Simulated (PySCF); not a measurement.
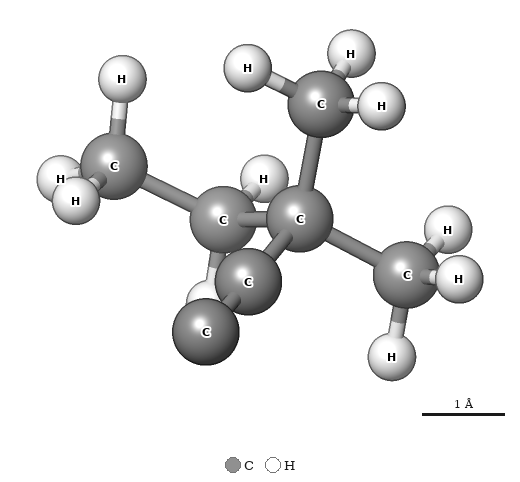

*The structure (ball-and-stick view, seen at a tilt).*

**C$_{7}$H$_{11}$: EPR calculation**

System: C$_{7}$H$_{11}$, multiplicity 2, SMILES [C]#CC(C)(C)CC.
Method: UKS B3LYP, pcH-1 on C H, non-relativistic, mean-field spin-orbit, GIAO (PySCF 2.14.0).

It belongs to a series of runs on one base structure; here: H removed from sp C.

## Input
```
{"job": {"kind": "epr", "basis": "pcH-1"}, "charge": 0, "multiplicity": 2}
C      1.097887     2.580545    -0.479178
C      0.451411     1.585810    -0.341615
C     -0.334666     0.348508    -0.161107
C     -0.863957     0.327016     1.272425
C     -1.496869     0.390707    -1.156212
C      0.576377    -0.851085    -0.466246
C      1.775060    -0.979978     0.466524
H     -1.362010    -0.621237     1.468280
H     -0.056819     0.453880     1.988737
H     -1.579290     1.132946     1.421173
H     -2.118191    -0.495458    -1.035456
H     -2.112820     1.271727    -0.988479
H     -1.126504     0.419611    -2.178684
H      0.936718    -0.753293    -1.493213
H     -0.028810    -1.760510    -0.411460
H      2.328444    -0.043833     0.496737
H      2.440379    -1.763088     0.109603
H      1.464900    -1.235952     1.476514
```

The first line tells a small driver script what to run in PySCF; the rest is the geometry in Å.

Command:
```bash
OMP_NUM_THREADS=1 python <driver script> task.json out
```

## What the program printed
```
UKS, coarse grid
  cycle   1  E = -273.13926468  |g| = 3.73e-01
  cycle   2  E = -273.10420149  |g| = 4.57e-01
  cycle   3  E = -273.19703559  |g| = 1.78e-01
  cycle   4  E = -273.21237770  |g| = 3.89e-02
  cycle   5  E = -273.21329004  |g| = 1.29e-02
  cycle   6  E = -273.21346856  |g| = 6.07e-03
  cycle   7  E = -273.21360602  |g| = 5.19e-03
  cycle   8  E = -273.21373414  |g| = 4.60e-03
  cycle   9  E = -273.21390055  |g| = 3.74e-03
  cycle  10  E = -273.21415130  |g| = 2.29e-03
  cycle  11  E = -273.21424985  |g| = 1.50e-03
  cycle  12  E = -273.21431837  |g| = 1.39e-03
  cycle  13  E = -273.21433355  |g| = 1.21e-03
  cycle  14  E = -273.21433490  |g| = 8.61e-04
UKS, final grid
  cycle   1  E = -273.21413200  |g| = 1.93e-03
  cycle   2  E = -273.21412302  |g| = 4.75e-03
  cycle   3  E = -273.21413422  |g| = 2.03e-04
  cycle   4  E = -273.21413437  |g| = 1.71e-04
  cycle   5  E = -273.21413482  |g| = 1.33e-04
  cycle   6  E = -273.21413539  |g| = 7.50e-05
  cycle   7  E = -273.21413552  |g| = 4.85e-05
  cycle   8  E = -273.21413556  |g| = 2.35e-05
  cycle   9  E = -273.21413556  |g| = 8.04e-06
E = -273.21413556 Eh   <S^2> = 0.7691 (exact 0.7500)
g shifts (ppm)      1          2          3
  rmc          -169       -169       -169
  gc             16         10         10
  oz_so         -26        497        618
  total        -180        337        459
hyperfine (MHz)  atom isotope    a_iso     a_fc   dipolar eigenvalues
    0   13C    1022.32    1022.32    -53.94    -53.79    107.73
    1   13C     185.97     185.97    -26.13    -25.86     51.99
    2   13C      11.03      11.03     -3.27     -3.20      6.47
    3   13C      -6.95      -6.95     -0.50     -0.07      0.58
    4   13C      -6.65      -6.65     -0.42     -0.18      0.60
    5   13C      -6.43      -6.43     -0.63     -0.01      0.64
    6   13C      -0.52      -0.52     -0.27     -0.18      0.45
    7    1H       0.05       0.05     -0.58     -0.53      1.11
    8    1H       0.46       0.46     -1.49     -1.11      2.60
    9    1H       0.36       0.36     -1.28     -0.99      2.27
   10    1H       1.32       1.32     -0.59     -0.54      1.13
   11    1H       0.39       0.39     -1.33     -1.09      2.42
   12    1H       0.35       0.35     -1.29     -1.07      2.36
   13    1H       0.42       0.42     -1.43     -1.07      2.50
   14    1H       0.71       0.71     -0.58     -0.52      1.09
   15    1H       0.17       0.17     -2.16     -1.86      4.02
   16    1H      -0.03      -0.03     -0.65     -0.60      1.25
   17    1H      -0.07      -0.07     -0.74     -0.69      1.43
```

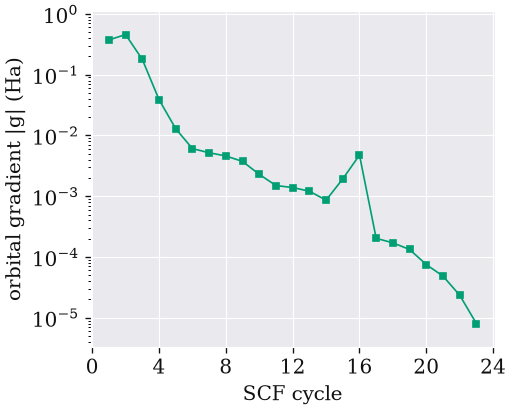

*Convergence of the self-consistent field: orbital gradient |g| against the SCF cycle.*

All cycles printed in the log are drawn one after another.

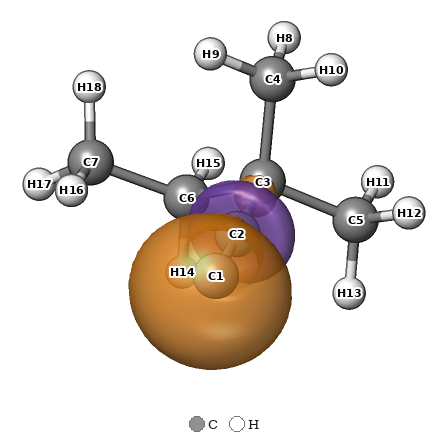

*Isosurfaces of the spin density at +0.03 (orange) and −0.03 e/Å³ (purple), seen at a tilt.*

The unpaired spin (1 electron) lies mostly on C1 (about 1.0), in electrons by Hirshfeld's partition.

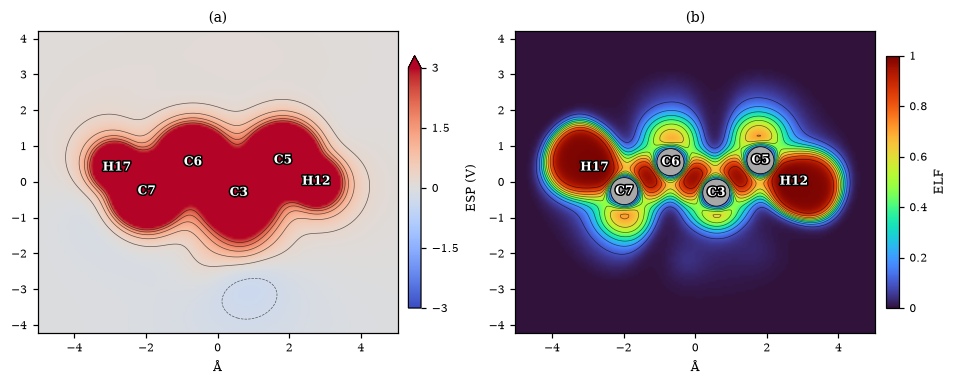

*(a) molecular electrostatic potential; (b) electron localisation function on the plane of atoms C5, C3 and C6. Grey discs, where drawn, cover atomic cores.*

C–H (1.09 Å): the ELF climbs to about 1 towards the hydrogen, as it does in any bond to H; a covalent bond by its length.

## Key numbers

- outcome: converged
- total energy: −273.214136 hartree
- ⟨S²⟩: 0.769
- isotropic g: 2.0025
- hardware: 1 CPU thread, shared host
- wall time: 84 s
- peak memory: 1.1 GiB
